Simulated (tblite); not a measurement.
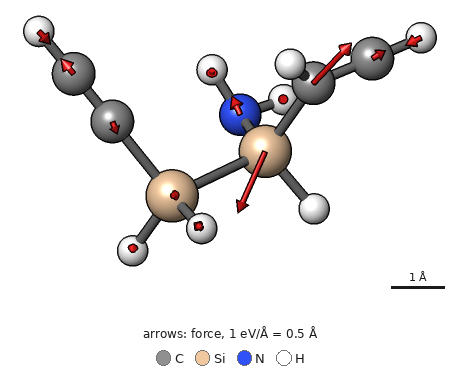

Starting geometry of C4H8NSi2 (multiplicity 2) with the computed forces as red arrows. A ball-and-stick model, seen at a tilt.

All numbers below come from GFN2-xTB geometry optimisation, gas phase in tblite. 

Question: What follows when this structure is relaxed?

Answer: It isn't relaxed: the largest force vector, on a Si atom, is 2.60 eV/Å. The final displacements have little in common with the starting forces (cosine between the two patterns 0.24). The largest move after the best rigid fit is that of an H atom, 0.48 Å. By element the largest moves are H 0.48 Å, C 0.38 Å, Si 0.11 Å, N 0.08 Å. Some distances before and after: C–Si 1.825 → 1.954 Å, Si–Si 2.346 → 2.310 Å, H–Si 1.498 → 1.471 Å, C–H 1.073 → 1.053 Å. Among the angles between lasting bonds that change: C–C–H 179.5° → 134.1°, Si–N–H 109.3° → 119.2°, Si–Si–H 110.2° → 117.8°. The energy falls by 55.0 kJ/mol in 92 geometry steps.
